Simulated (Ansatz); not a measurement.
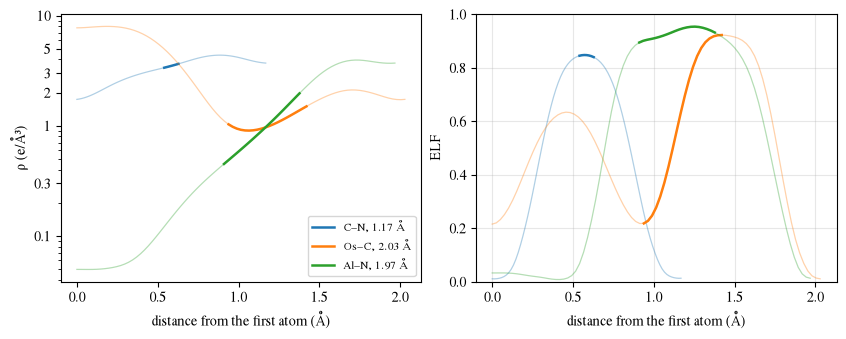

Figure 1: AlOsC₆N₆. Valence charge density (pseudo) and ELF along straight lines between neighbouring atoms. Thin, pale parts lie inside the atomic spheres.

Space group Fm-3m; a structure generated by program, which may or may not match a known phase; spin-polarised.

Level of theory: DFT PBE, scalar-relativistic, plane waves, PAW in Ansatz 0.2.0.

The density is the valence pseudo-density of a PAW calculation; it isn't the true density close to the nuclei.

AlOsC₆N₆, 56 atoms, a = 10.33 Å, b = 10.33 Å, c = 10.33 Å, α = 90.00°, β = 90.00°, γ = 90.00°.

### Compare the contacts.

C–N (1.17 Å): ρ is about 3.5 e/Å³ halfway; the ELF peaks at about 0.85 between the atoms.
Os–C (2.03 Å): the density is about 0.92 e/Å³ at the midpoint; the ELF peaks at about 0.90 in the valence shell of C, 0.6 Å from its nucleus, and is about 0.30 at the midpoint.
Al–N (1.97 Å): ρ at the midpoint is about 0.56 e/Å³; the ELF peaks at about 0.95 in the valence shell of N, 0.7 Å from its nucleus, and is about 0.90 at the midpoint.
